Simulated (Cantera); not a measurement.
Feed: 1 mol MgO, 1.3 mol CH4, 4.2 mol H2, held at 0.100 bar.

These are equilibrium values from Cantera (NASA tables, ideal gas, pure condensed phases), not measurements of a reactor. Candidate condensed phases: C, C6H6, C7H8, C8H18, H2O, Mg, MgCO3, MgO, Mg(OH)2; 116 gas species. The tables' values for MgH are old estimates; treat these amounts as uncertain. Equilibrium is a limit: real reactors are often held back by kinetics, nucleation or transport.

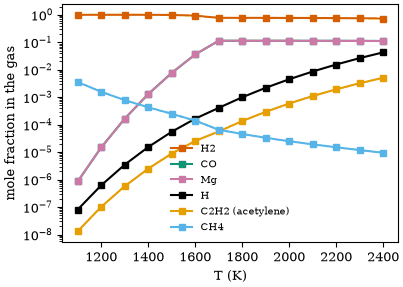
*Equilibrium gas composition (values under 1e-9 drawn at 1e-9)*

Task: Read off the mole fractions at 1900 K.

Result: H2 about 0.77, CO about 0.11, Mg about 0.11, H about 0.0022, C2H2 (acetylene) about 0.00029, CH4 about 3.3e-5.
